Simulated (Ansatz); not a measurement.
## Electronic structure of H₅OPSi···NH₃ in real space

```xyz
12

Si   -0.7492    1.1068    0.2206
N     0.6312   -2.2314    0.5927
H    -1.7953    0.0502    0.1615
H    -1.4068    2.4461    0.3397
O     0.1626    0.7474    1.5764
H     1.2642   -2.0457   -0.1835
P     0.5782    1.2056   -1.6095
H    -0.2957   -2.3512    0.1875
H     0.5945   -1.3811    1.1560
H     0.8884    1.3457    1.7822
H    -0.5337    1.3227   -2.5001
H     0.6615   -0.2151   -1.7235
```

Method: RKS PBE0-D4/def2-SVP in Ansatz 0.2.0.

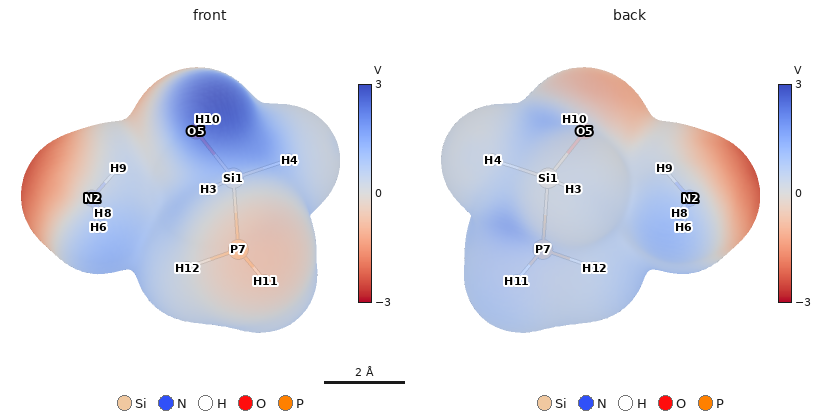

Figure 1. The molecular electrostatic potential painted on the density surface at 0.002 e/bohr³, seen from the front and from behind; red is negative and blue positive.

Which sites attract a positive test charge, and which a negative one?

A positive charge is drawn to the negative regions and a negative charge to the positive ones. The most negative region (about −2.2 V) lies over N2, the most positive (about +2.8 V) over H10. N2 is the likeliest acceptor of a hydrogen bond.

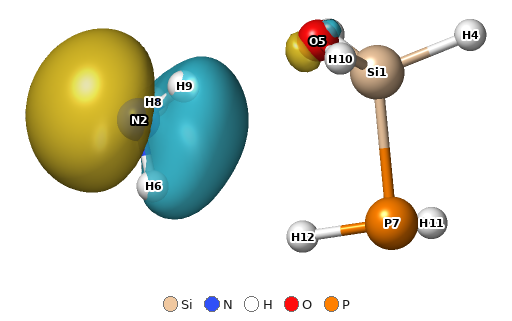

Figure 2. The HOMO at ±0.1 Å⁻³ᐟ² (yellow and cyan are the two phases), seen at a tilt.

Where does this orbital lie, and at what energy?

It lies mainly on N2 (about 80 %); largely a lone pair of N2. Its energy is −7.02 eV.

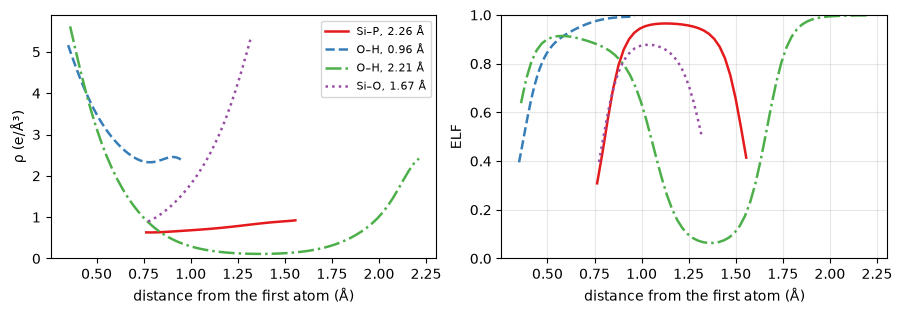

Figure 3. Total electron density and ELF along straight lines between neighbouring atoms. The curves leave out the atomic cores.

Compare the contacts.

Si–P (2.26 Å): ρ is about 0.73 e/Å³ halfway, with its minimum of 0.63 e/Å³ about 0.8 Å from Si; the ELF peaks at about 0.95 between the atoms, as expected for localised, covalent bonding.
O–H (0.96 Å): the density is about 3.7 e/Å³ at the midpoint; the ELF climbs to about 1 towards the hydrogen, as it does in any bond to H: an ordinary covalent bond to hydrogen.
O5···H9 (2.21 Å): the density falls to about 0.11 e/Å³ on the way; the ELF dips to about 0.05 between them; by its geometry a hydrogen bond between the two molecules, with no shared pair.
Si–O (1.67 Å): ρ at the midpoint is about 1.1 e/Å³; the ELF peaks at about 0.90 between the atoms (a shared but strongly polarised pair).
